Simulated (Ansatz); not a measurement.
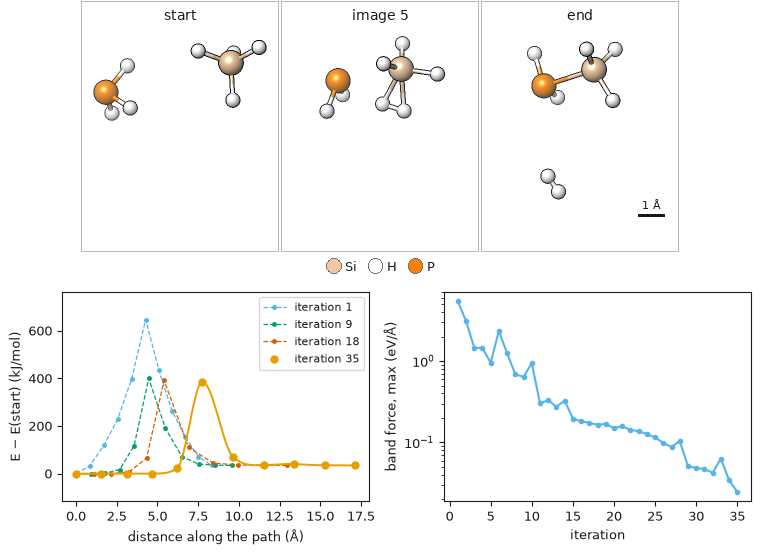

A nudged-elastic-band calculation for SiPH7, made up at the start of SiH4 and PH3. Images are numbered from 0 (start) to 10 (end). The plot follows the band through its iterations. Style: ball-and-stick. Shown at a tilt.

Computed with RHF/def2-SVP in Ansatz 0.2.0. Settings: 9 movable images; climbing image; force threshold 0.03 eV/Å; iteration limit 60; starting path through a guess of the saddle point.

Judge this run.

Answer. The run is converged, with reservations. The band converged in 35 iterations. The largest component of the band force went from 5.4 to 0.025 eV/Å. The climbing image converged on the top of the path. Its vibrational analysis gives one imaginary mode (1518i cm⁻¹), as a transition state must have. The first iteration put the highest image at 647.2 kJ/mol. Forward barrier 385.9 kJ/mol, backward barrier 351.4 kJ/mol, with image 5 at the top; the reaction energy is +34.6 kJ/mol.

Limits of the set-up: the start holds two separate molecules, 3.9 Å apart at their closest, whose relative position is a soft coordinate and is computed without a dispersion correction; Hartree-Fock leaves out electron correlation.

Cost: 3 min on 1 thread of Arm Neoverse V2, with other jobs on the host, peak memory 0.14 GiB.
